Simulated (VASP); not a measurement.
Band structure of Nb (bcc). Computed with PBE GGA with D4 dispersion, VASP's PBE PAW potentials (set 64) (plane waves; VASP).

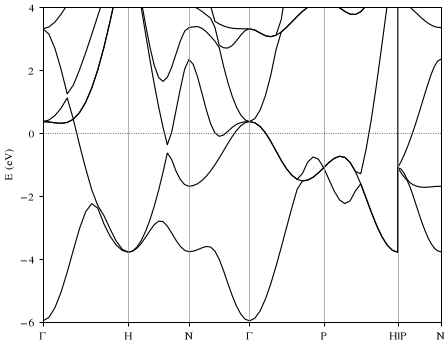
Bands along high-symmetry lines, zero at the valence-band maximum or, without a gap, the Fermi level

Task: Read the plot: is there a gap, and where are the band edges?

Result: It has no gap at this level: it comes out as a metal or semimetal. (Edges off the drawn lines would not show.)

The compound is Nb in the bcc structure. It was relaxed first.
